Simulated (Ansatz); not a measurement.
BrCl₃HIn

```xyz
6

In   -0.6312   -0.3540    0.1185
Cl    0.0648    1.9139   -0.5555
Cl   -1.5040   -1.5667   -1.6243
Cl   -1.4044   -0.4373    2.2784
H     1.4148    0.9420   -0.3087
Br    2.0599   -0.4979    0.0915
```

A transition-state structure; geometry: PBE0-D4/def2-TZVP; core potentials replace the inner electrons of In.

All numbers below come from RKS PBE0-D4/def2-TZVPP (Ansatz 0.2.0).

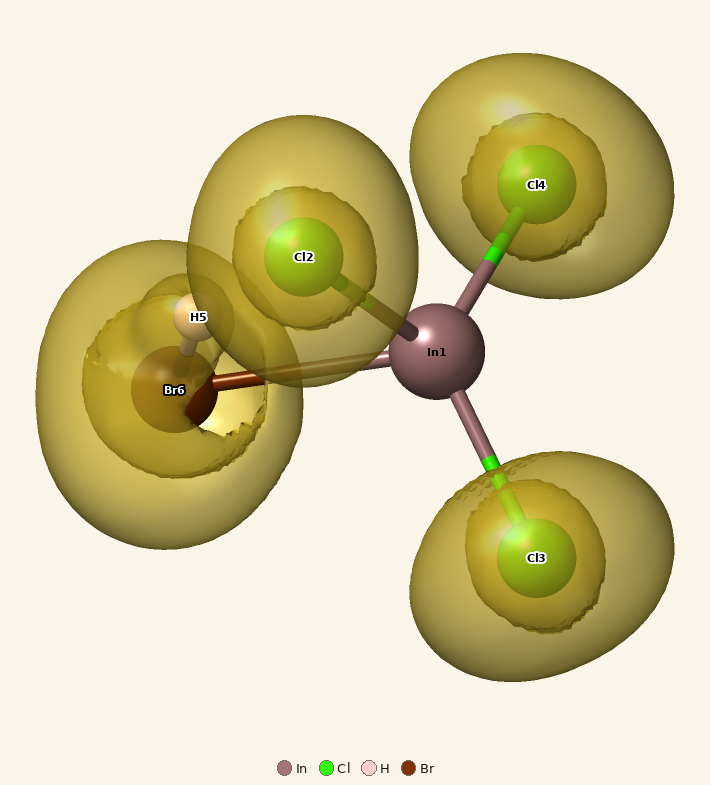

Figure 1. Isosurface of the electron localisation function at 0.75 (yellow), seen at an oblique angle. Core shells and regions of very low density are left out.

Where are the electrons localised?

Answer. The surface consists of three regions wrapped around Cl (the valence shell of each) and one joined region spread over several atoms (Br, H), in which their bonds and any lone pairs are merged.


In–Cl (2.30 Å): the ELF peaks at about 0.80 in the valence shell of Cl, 0.8 Å from its nucleus, and drops to about 0.15 between the two atoms. In–Br (2.70 Å): the ELF peaks at about 0.80 in the valence shell of Br, 1.0 Å from its nucleus, and drops to about 0.15 between the two atoms.

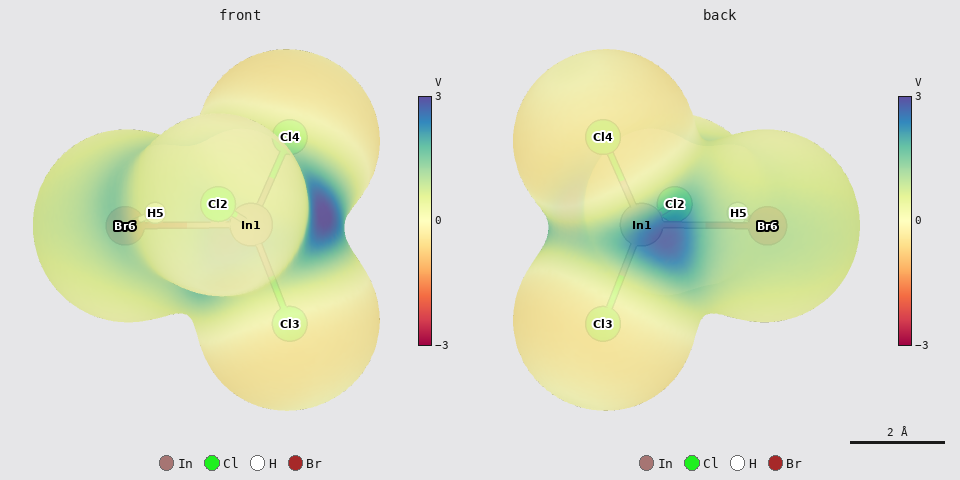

Figure 2. The electrostatic potential painted on the density surface at 0.002 e/bohr³, seen from the front and from behind; the colour scale runs from red (negative) to blue (positive).

Where is the surface potential most negative and most positive?

Answer. The most negative region (about −0.4 V) lies over Cl3 and Cl4, the most positive (about +2.8 V) over In1.

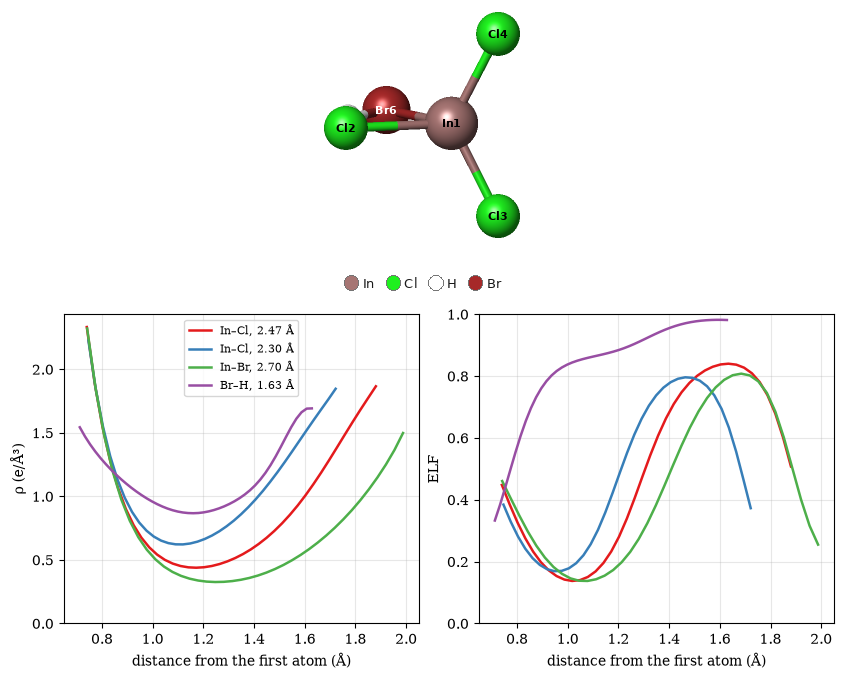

Figure 3. Electron density and ELF along straight lines between neighbouring atoms. The curves leave out the atomic cores. The structure is drawn too.

Compare the contacts.

Answer. In–Cl (2.47 Å): ρ is about 0.45 e/Å³ halfway; the ELF peaks at about 0.85 in the valence shell of Cl, 0.8 Å from its nucleus, and drops to about 0.15 between the two atoms.
In–Cl (2.30 Å): the density is about 0.63 e/Å³ at the midpoint; the ELF peaks at about 0.80 in the valence shell of Cl, 0.8 Å from its nucleus, and drops to about 0.15 between the two atoms.
In–Br (2.70 Å): the density is about 0.34 e/Å³ at the midpoint; the ELF peaks at about 0.80 in the valence shell of Br, 1.0 Å from its nucleus, and drops to about 0.15 between the two atoms.
Br–H (1.63 Å): ρ at the midpoint is about 1.3 e/Å³; the ELF climbs to about 1 towards the hydrogen, as it does in any bond to H.
